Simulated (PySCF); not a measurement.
**C₃H₆N radical: EPR parameters at several levels of theory**

Aim: compute the EPR parameters of C₃H₆N radical (`[H]/N=[C]\CC`) at several levels, and see how far they spread and what each costs.

Computed with PySCF 2.14.0, with density-fitted response routines of our own, on a single molecule in the gas phase. Atoms are numbered from 0 throughout.

## Step 1: Starting geometry

10 atoms, charge 0, multiplicity 2; geometry from: GFN2-xTB.

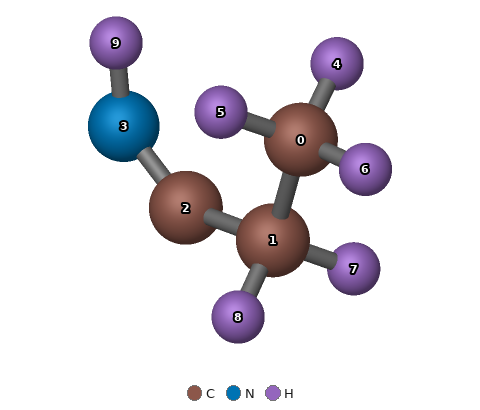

The starting geometry (carbon brown, nitrogen blue, hydrogen purple), atoms numbered.

## Step 2: Optimising the geometry at PBE0-D3(BJ)/def2-SVP

What the job is given:

```
{"job": {"xc": "PBE0", "basis": "def2-SVP", "d3": "d3bj", "grid": 1, "kind": "geom"}, "charge": 0, "multiplicity": 2}
C     -0.888640     0.583890    -0.152250
C     -0.229120    -0.802590    -0.169770
C      1.193610    -0.783160     0.201620
N      2.092140    -0.029960     0.525920
H     -0.832160     1.019260     0.843330
H     -0.390100     1.249790    -0.853330
H     -1.935420     0.501040    -0.436780
H     -0.746440    -1.473970     0.520890
H     -0.305690    -1.242470    -1.167780
H      2.059590     0.987470     0.643110
```

The log of the run:

```text
step   0  E = -172.26608048  max force = 0.018415
step   1  E = -172.26842553  max force = 0.007831
step   2  E = -172.26886100  max force = 0.001616
step   3  E = -172.26886874  max force = 0.000420
optimisation converged
```

Run time: 10 s. Hardware: 1 thread, shared host.

Relaxation path:

```tsv
step	energy from step 0 (eV)	largest force component (eV/Å)
0	0.0000	0.9469
1	-0.0638	0.4027
2	-0.0757	0.0831
3	-0.0759	0.0216
```

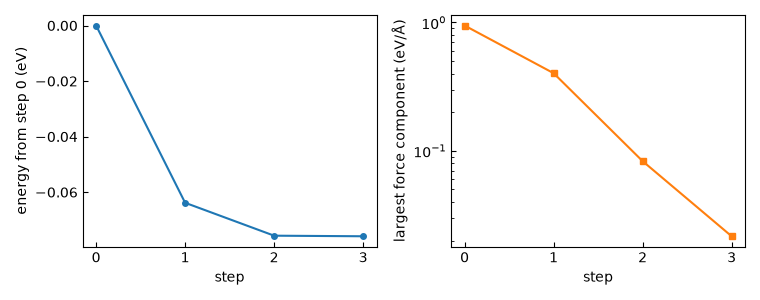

Energy and force, step by step.

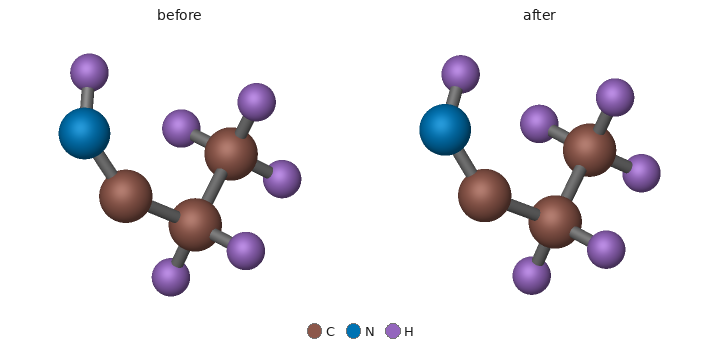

The geometry before (left) and after (right).

Close pairs (by a distance rule), those that changed most:

```tsv
bond	before (Å)	after (Å)	change (Å)
C1–C2	1.471	1.488	+0.017
C0–H5	1.088	1.101	+0.013
C0–H4	1.088	1.101	+0.013
C2–N3	1.216	1.229	+0.013
C0–H6	1.088	1.100	+0.012
C1–H8	1.093	1.104	+0.010
C1–H7	1.093	1.103	+0.010
C0–C1	1.535	1.526	-0.010
```

The final coordinates are the input of the step that follows.

```tsv
at the end point	value
point group (found at 0.08 Å tolerance)	Cs
rotational constants (GHz, main isotopes)	18.245, 5.583, 4.514
dipole moment (D)	2.81
⟨S²⟩	0.755
```

## Step 3: g tensor and hyperfine couplings: B3LYP/IGLO-III+pcH-1

What the job is given:

```
{"job": {"kind": "epr"}, "charge": 0, "multiplicity": 2}
C     -0.842078     0.585806    -0.142552
C     -0.214662    -0.804507    -0.167293
C      1.225972    -0.827431     0.204254
N      2.086766    -0.013401     0.531062
H     -0.779411     1.032991     0.861824
H     -0.334929     1.263934    -0.846549
H     -1.904206     0.542966    -0.424679
H     -0.745517    -1.492671     0.512569
H     -0.307599    -1.264902    -1.165893
H      1.833433     0.986516     0.592218
```

Level: UKS B3LYP, IGLO-III on C N, pcH-1 on H, non-relativistic, mean-field spin-orbit, GIAO.

The log of the run:

```text
UKS, coarse grid
  cycle   1  E = -172.62965526  |g| = 3.00e-01
  cycle   2  E = -172.57271029  |g| = 4.78e-01
  cycle   3  E = -172.66771577  |g| = 1.17e-01
  cycle   4  E = -172.67389139  |g| = 2.88e-02
  cycle   5  E = -172.67432290  |g| = 7.87e-03
  cycle   6  E = -172.67435987  |g| = 2.99e-03
  cycle   7  E = -172.67436883  |g| = 1.35e-03
  cycle   8  E = -172.67437163  |g| = 4.96e-04
UKS, final grid
  cycle   1  E = -172.67437171  |g| = 3.52e-04
  cycle   2  E = -172.67437187  |g| = 3.33e-04
  cycle   3  E = -172.67437195  |g| = 1.39e-04
  cycle   4  E = -172.67437199  |g| = 1.75e-04
  cycle   5  E = -172.67437201  |g| = 3.82e-05
  cycle   6  E = -172.67437201  |g| = 5.77e-06
E = -172.67437201 Eh   <S^2> = 0.7545 (exact 0.7500)
g shifts (ppm)      1          2          3
  rmc          -176       -176       -176
  gc             17         39        -92
  oz_so       -2326        -27       1187
  total       -2485       -164        920
hyperfine (MHz)  atom isotope    a_iso     a_fc   dipolar eigenvalues
    0   13C      25.91      25.91     -4.90     -4.48      9.38
    1   13C      96.00      96.00     -9.50     -9.17     18.67
    2   13C     416.81     416.81    -59.74    -50.07    109.82
    3   14N     115.43     115.43     -8.02     -2.72     10.74
    4    1H      -3.24      -3.24     -3.66     -0.88      4.54
    5    1H      -3.25      -3.25     -3.67     -0.85      4.53
    6    1H       9.39       9.39     -3.51     -0.80      4.31
    7    1H       2.01       2.01     -7.97     -5.00     12.97
    8    1H       1.50       1.50     -7.96     -4.97     12.93
    9    1H     252.75     252.75     -6.23     -3.49      9.71
```

It took 15 s on 1 thread, shared host.

Principal g values 1.99983, 2.00216, 2.00324; g(iso) = 2.00174, against 2.00232 for a free electron.

Hyperfine couplings; where a row names several nuclei, a(iso) is their mean (it holds for fast rotation or exchange) and the dipolar term the largest among them:

```tsv
nuclei	isotope	a(iso) (MHz)	a(iso) (G, at g = 2.0023)	largest dipolar term (MHz)
C2	13C	416.8	148.7	109.8
H9	1H	252.8	90.2	9.7
N3	14N	115.4	41.2	10.7
C1	13C	96.0	34.3	18.7
C0	13C	25.9	9.2	9.4
H7, H8	1H	1.8	0.6	13.0
H4, H5, H6	1H	1.0	0.3	4.5
```

Mulliken spin populations:

```tsv
atom	value (e)
C0	0.05
C1	0.00
C2	0.76
N3	0.06
H4	0.00
H5	0.00
H6	0.00
H7	0.00
H8	0.00
H9	0.13
```

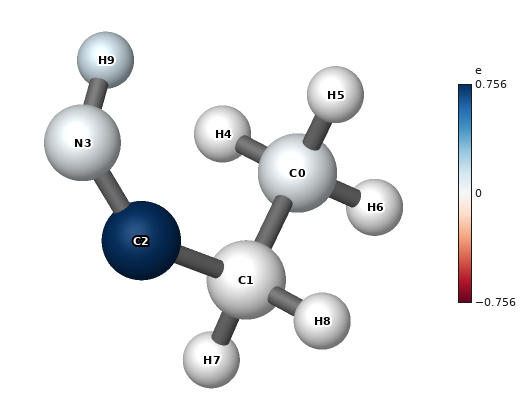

Mulliken spin populations, as colours on the atoms.

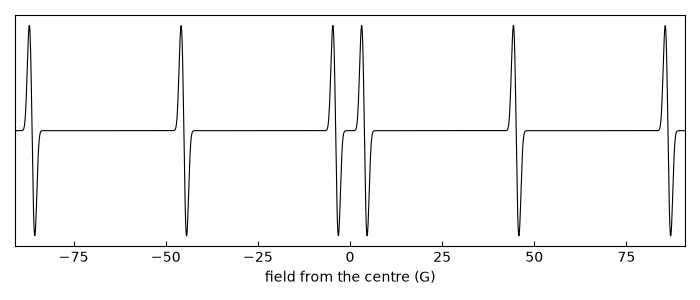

First-order isotropic spectrum (first derivative, main isotopes with spin only, couplings over 0.8 MHz, Gaussian width 0.4 G; couplings of the frozen geometry, rotation of groups not averaged beyond the rows shown).

## Step 4: EPR parameters: PBE/IGLO-III+pcH-1

The job, as its differences from that of step 3:

```diff
@@ -1,2 +1,2 @@
-{"job": {"kind": "epr"}, "charge": 0, "multiplicity": 2}
+{"job": {"kind": "epr", "xc": "PBE"}, "charge": 0, "multiplicity": 2}
 C     -0.842078     0.585806    -0.142552
```

Level: UKS PBE, IGLO-III on C N, pcH-1 on H, non-relativistic, mean-field spin-orbit, GIAO.

The log of the run:

```text
UKS, coarse grid
  cycle   1  E = -172.37752712  |g| = 3.55e-01
  cycle   2  E = -172.24393384  |g| = 6.39e-01
  cycle   3  E = -172.42113364  |g| = 2.03e-01
  cycle   4  E = -172.44050907  |g| = 4.03e-02
  cycle   5  E = -172.44123976  |g| = 1.27e-02
  cycle   6  E = -172.44131131  |g| = 4.47e-03
  cycle   7  E = -172.44132141  |g| = 1.43e-03
  cycle   8  E = -172.44132293  |g| = 4.10e-04
UKS, final grid
  cycle   1  E = -172.44133152  |g| = 3.67e-04
  cycle   2  E = -172.44133150  |g| = 4.50e-04
  cycle   3  E = -172.44133161  |g| = 1.45e-04
  cycle   4  E = -172.44133162  |g| = 6.67e-05
  cycle   5  E = -172.44133162  |g| = 4.52e-05
  cycle   6  E = -172.44133162  |g| = 7.92e-06
E = -172.44133162 Eh   <S^2> = 0.7534 (exact 0.7500)
g shifts (ppm)      1          2          3
  rmc          -171       -171       -171
  gc             16         41        -92
  oz_so       -2278        -41       1186
  total       -2434       -170        923
hyperfine (MHz)  atom isotope    a_iso     a_fc   dipolar eigenvalues
    0   13C      22.86      22.86     -4.97     -4.44      9.41
    1   13C      97.74      97.74     -9.22     -8.94     18.16
    2   13C     393.18     393.18    -55.96    -47.21    103.17
    3   14N     117.54     117.54     -7.83     -2.73     10.56
    4    1H      -3.20      -3.20     -3.59     -0.75      4.34
    5    1H      -3.20      -3.20     -3.60     -0.72      4.32
    6    1H       9.11       9.11     -3.57     -0.66      4.23
    7    1H       1.20       1.20     -7.82     -4.78     12.60
    8    1H       0.69       0.69     -7.81     -4.75     12.56
    9    1H     246.11     246.11     -6.37     -3.25      9.62
```

Wall time 9.2 s (1 thread, shared host).

Key values: g(iso) 2.00176.

## Step 5: g tensor and hyperfine couplings: PBE0/IGLO-III+pcH-1

The job, as its differences from that of step 4:

```diff
@@ -1,2 +1,2 @@
-{"job": {"kind": "epr", "xc": "PBE"}, "charge": 0, "multiplicity": 2}
+{"job": {"kind": "epr", "xc": "PBE0"}, "charge": 0, "multiplicity": 2}
 C     -0.842078     0.585806    -0.142552
```

With the program's defaults for keys left out, this is: UKS PBE0, IGLO-III on C N, pcH-1 on H, non-relativistic, mean-field spin-orbit, GIAO.

The log of the run:

```text
UKS, coarse grid
  cycle   1  E = -172.41889674  |g| = 2.65e-01
  cycle   2  E = -172.38874445  |g| = 3.87e-01
  cycle   3  E = -172.45081674  |g| = 9.21e-02
  cycle   4  E = -172.45459258  |g| = 2.67e-02
  cycle   5  E = -172.45501311  |g| = 7.04e-03
  cycle   6  E = -172.45505619  |g| = 3.22e-03
  cycle   7  E = -172.45507069  |g| = 1.55e-03
  cycle   8  E = -172.45507524  |g| = 7.04e-04
UKS, final grid
  cycle   1  E = -172.45508593  |g| = 5.17e-04
  cycle   2  E = -172.45508635  |g| = 4.52e-04
  cycle   3  E = -172.45508652  |g| = 2.06e-04
  cycle   4  E = -172.45508670  |g| = 1.21e-04
  cycle   5  E = -172.45508672  |g| = 4.39e-05
  cycle   6  E = -172.45508672  |g| = 1.04e-05
E = -172.45508672 Eh   <S^2> = 0.7559 (exact 0.7500)
g shifts (ppm)      1          2          3
  rmc          -171       -171       -171
  gc             16         39        -95
  oz_so       -2302        -51       1151
  total       -2457       -183        885
hyperfine (MHz)  atom isotope    a_iso     a_fc   dipolar eigenvalues
    0   13C      25.68      25.68     -4.79     -4.45      9.25
    1   13C      92.19      92.19     -9.24     -8.77     18.01
    2   13C     415.36     415.36    -60.86    -48.10    108.96
    3   14N     108.50     108.50     -8.52     -1.79     10.32
    4    1H      -3.61      -3.61     -3.66     -0.94      4.61
    5    1H      -3.62      -3.62     -3.68     -0.91      4.59
    6    1H       8.96       8.96     -3.49     -0.69      4.18
    7    1H       2.30       2.30     -7.99     -5.04     13.03
    8    1H       1.82       1.82     -7.98     -5.01     12.99
    9    1H     244.23     244.23     -5.48     -2.98      8.46
```

Run time: 15 s. Hardware: 1 thread, shared host.

Key values: g(iso) 2.00173.

## Step 6: EPR parameters: BHandHLYP/IGLO-III+pcH-1

The job, as its differences from that of step 5:

```diff
@@ -1,2 +1,2 @@
-{"job": {"kind": "epr", "xc": "PBE0"}, "charge": 0, "multiplicity": 2}
+{"job": {"kind": "epr", "xc": "BHandHLYP"}, "charge": 0, "multiplicity": 2}
 C     -0.842078     0.585806    -0.142552
```

Level: UKS BHandHLYP, IGLO-III on C N, pcH-1 on H, non-relativistic, mean-field spin-orbit, GIAO.

The log of the run:

```text
UKS, coarse grid
  cycle   1  E = -172.51753169  |g| = 2.48e-01
  cycle   2  E = -172.51927544  |g| = 2.85e-01
  cycle   3  E = -172.55222225  |g| = 5.60e-02
  cycle   4  E = -172.55390203  |g| = 2.03e-02
  cycle   5  E = -172.55421123  |g| = 6.22e-03
  cycle   6  E = -172.55427242  |g| = 3.12e-03
  cycle   7  E = -172.55429886  |g| = 1.71e-03
  cycle   8  E = -172.55430907  |g| = 1.05e-03
  cycle   9  E = -172.55431356  |g| = 4.99e-04
UKS, final grid
  cycle   1  E = -172.55431335  |g| = 3.86e-04
  cycle   2  E = -172.55431366  |g| = 3.18e-04
  cycle   3  E = -172.55431379  |g| = 2.29e-04
  cycle   4  E = -172.55431402  |g| = 1.62e-04
  cycle   5  E = -172.55431408  |g| = 2.69e-05
  cycle   6  E = -172.55431408  |g| = 1.61e-05
E = -172.55431408 Eh   <S^2> = 0.7579 (exact 0.7500)
g shifts (ppm)      1          2          3
  rmc          -175       -175       -175
  gc             18         36        -95
  oz_so       -2312        -39       1142
  total       -2470       -179        872
hyperfine (MHz)  atom isotope    a_iso     a_fc   dipolar eigenvalues
    0   13C      29.55      29.55     -4.76     -4.52      9.28
    1   13C      90.90      90.90     -9.82     -8.67     18.50
    2   13C     447.52     447.52    -65.13    -50.62    115.75
    3   14N     105.34     105.34     -8.78     -1.60     10.39
    4    1H      -3.81      -3.81     -3.75     -1.07      4.82
    5    1H      -3.82      -3.82     -3.76     -1.04      4.80
    6    1H       9.51       9.51     -3.45     -0.81      4.26
    7    1H       3.47       3.47     -8.17     -5.27     13.44
    8    1H       2.98       2.98     -8.16     -5.24     13.40
    9    1H     254.87     254.87     -5.01     -3.14      8.15
```

It took 14 s on 1 thread, shared host.

This run: g(iso) 2.00173.

## Step 7: g tensor and hyperfine couplings: HF/IGLO-III+pcH-1

The job, as its differences from that of step 6:

```diff
@@ -1,2 +1,2 @@
-{"job": {"kind": "epr", "xc": "BHandHLYP"}, "charge": 0, "multiplicity": 2}
+{"job": {"kind": "epr", "xc": "HF"}, "charge": 0, "multiplicity": 2}
 C     -0.842078     0.585806    -0.142552
```

Method: UKS HF, IGLO-III on C N, pcH-1 on H, non-relativistic, mean-field spin-orbit, GIAO.

The log of the run:

```text
UKS, final grid
  cycle   1  E = -171.46146276  |g| = 3.09e-01
  cycle   2  E = -171.51852540  |g| = 1.70e-01
  cycle   3  E = -171.53291817  |g| = 6.54e-02
  cycle   4  E = -171.53684269  |g| = 2.19e-02
  cycle   5  E = -171.53764186  |g| = 1.29e-02
  cycle   6  E = -171.53812125  |g| = 8.50e-03
  cycle   7  E = -171.53840478  |g| = 6.51e-03
  cycle   8  E = -171.53864782  |g| = 5.21e-03
  cycle   9  E = -171.53886770  |g| = 3.93e-03
  cycle  10  E = -171.53903023  |g| = 2.37e-03
  cycle  11  E = -171.53908659  |g| = 7.58e-04
  cycle  12  E = -171.53908875  |g| = 2.38e-04
  cycle  13  E = -171.53908900  |g| = 9.85e-05
  cycle  14  E = -171.53908902  |g| = 4.41e-05
  cycle  15  E = -171.53908902  |g| = 2.03e-05
  cycle  16  E = -171.53908902  |g| = 9.82e-06
E = -171.53908902 Eh   <S^2> = 0.8136 (exact 0.7500)
g shifts (ppm)      1          2          3
  rmc          -150       -150       -150
  gc             13         26        -84
  oz_so       -2291       -428        906
  total       -2428       -552        672
hyperfine (MHz)  atom isotope    a_iso     a_fc   dipolar eigenvalues
    0   13C      35.69      35.69     -4.56     -4.40      8.96
    1   13C      60.80      60.80     -8.89     -6.51     15.41
    2   13C     529.59     529.59    -85.53    -25.98    111.52
    3   14N      63.44      63.44    -22.70      7.88     14.81
    4    1H      -6.66      -6.66     -4.07     -1.56      5.63
    5    1H      -6.66      -6.66     -4.07     -1.54      5.62
    6    1H       6.16       6.16     -3.44     -1.02      4.46
    7    1H      18.95      18.95     -8.66     -6.04     14.70
    8    1H      18.75      18.75     -8.65     -6.01     14.66
    9    1H     260.60     260.60    -14.34     -0.52     14.86
```

Run time: 9.3 s. Hardware: 1 thread, shared host.

In short: g(iso) 2.00155.

## Step 8: g tensor and hyperfine couplings: CAM-B3LYP/IGLO-III+pcH-1

The job, as its differences from that of step 7:

```diff
@@ -1,2 +1,2 @@
-{"job": {"kind": "epr", "xc": "HF"}, "charge": 0, "multiplicity": 2}
+{"job": {"kind": "epr", "xc": "CAM-B3LYP"}, "charge": 0, "multiplicity": 2}
 C     -0.842078     0.585806    -0.142552
```

Level: UKS CAM-B3LYP, IGLO-III on C N, pcH-1 on H, non-relativistic, mean-field spin-orbit, GIAO.

The log of the run:

```text
UKS, coarse grid
  cycle   1  E = -172.53691943  |g| = 2.60e-01
  cycle   2  E = -172.52469131  |g| = 3.43e-01
  cycle   3  E = -172.57112641  |g| = 5.28e-02
  cycle   4  E = -172.57247710  |g| = 2.11e-02
  cycle   5  E = -172.57277828  |g| = 5.65e-03
  cycle   6  E = -172.57282161  |g| = 2.62e-03
  cycle   7  E = -172.57283735  |g| = 1.39e-03
  cycle   8  E = -172.57284256  |g| = 7.47e-04
UKS, final grid
  cycle   1  E = -172.57283659  |g| = 5.29e-04
  cycle   2  E = -172.57283716  |g| = 4.36e-04
  cycle   3  E = -172.57283738  |g| = 2.73e-04
  cycle   4  E = -172.57283768  |g| = 2.35e-04
  cycle   5  E = -172.57283775  |g| = 3.03e-05
  cycle   6  E = -172.57283775  |g| = 1.46e-05
E = -172.57283775 Eh   <S^2> = 0.7554 (exact 0.7500)
g shifts (ppm)      1          2          3
  rmc          -176       -176       -176
  gc             17         37        -99
  oz_so       -2392        -28       1200
  total       -2550       -167        925
hyperfine (MHz)  atom isotope    a_iso     a_fc   dipolar eigenvalues
    0   13C      26.55      26.55     -4.78     -4.44      9.23
    1   13C      93.77      93.77     -9.68     -8.93     18.61
    2   13C     412.42     412.42    -61.72    -50.83    112.55
    3   14N     112.06     112.06     -8.34     -2.46     10.80
    4    1H      -3.35      -3.35     -3.66     -1.00      4.66
    5    1H      -3.36      -3.36     -3.67     -0.97      4.64
    6    1H       8.55       8.55     -3.43     -0.82      4.25
    7    1H       2.79       2.79     -7.99     -5.15     13.15
    8    1H       2.28       2.28     -7.98     -5.12     13.11
    9    1H     249.89     249.89     -6.01     -3.43      9.45
```

Run time: 19 s. Hardware: 1 thread, shared host.

This run: g(iso) 2.00172.

## Step 9: Comparing the runs: EPR parameters

g, ⟨S²⟩ and isotropic hyperfine couplings (MHz), with basis size and wall time:

```tsv
run	g(iso)	⟨S²⟩	13C C2	1H H9	14N N3	13C C1	13C C0	functions	time
B3LYP/IGLO-III+pcH-1	2.00174	0.755	416.8	252.8	115.4	96.0	25.9	200	15 s
PBE/IGLO-III+pcH-1	2.00176	0.753	393.2	246.1	117.5	97.7	22.9	200	9.2 s
PBE0/IGLO-III+pcH-1	2.00173	0.756	415.4	244.2	108.5	92.2	25.7	200	15 s
BHandHLYP/IGLO-III+pcH-1	2.00173	0.758	447.5	254.9	105.3	90.9	29.5	200	14 s
HF/IGLO-III+pcH-1	2.00155	0.814	529.6	260.6	63.4	60.8	35.7	200	9.3 s
CAM-B3LYP/IGLO-III+pcH-1	2.00172	0.755	412.4	249.9	112.1	93.8	26.6	200	19 s
```

## Step 10: Outcome

| quantity | value |
| --- | --- |
| point group | Cs |
| rotational constants (main isotopes) | 18.24, 5.58, 4.51 GHz |
| g(iso) (B3LYP) | 2.00174 |
| ⟨S²⟩ | 0.755 (exact 0.75) |
| largest a(iso) (averaged by class) | 13C on C2, 416.8 MHz |

What this shows: Single values in the summary come from the first run of each kind that ended normally (B3LYP/IGLO-III+pcH-1), which need not be the best level. The optimisation took 3 steps and gained 0.076 eV; among the close pairs (by a distance rule), C1–C2 changed most, from 1.471 to 1.488 Å. No frequency check was run at this level, so the end point may be a saddle. C2 carries the largest spin population, 0.76 e. The isotropic g lies 0.6 ppt below the free-electron value. The coupling of 13C on C2 runs from 393.2 (PBE/IGLO-III+pcH-1) to 529.6 MHz (HF/IGLO-III+pcH-1).
